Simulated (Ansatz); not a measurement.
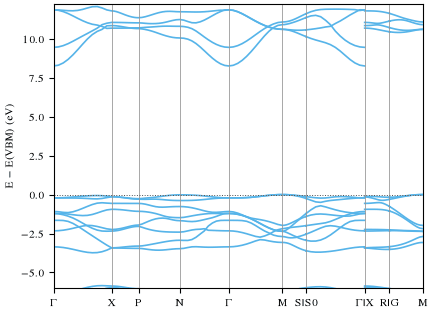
Figure. Band structure from r²SCAN in the plane-wave PAW code Ansatz

### Question
Read off the gap and where the band edges lie.

### Answer
About 8.3 eV (8.26 eV by a search for the band edges); maximum at M, minimum at Γ.

The material is BPO4 in space group I-4 (No. 82; B on 2d, P on 2a, O on 8g).

The workflow started from a Materials Project entry (that database holds measured and hypothetical structures alike); the Crystallography Open Database files this formula in space group No. 82, but the cells were not matched. Its standing as an ambient phase is unchecked. The cell was relaxed with r²SCAN under the symmetry of its start; its stability against distortions is not shown here.

Potentials: the later of the program's two PAW sets.
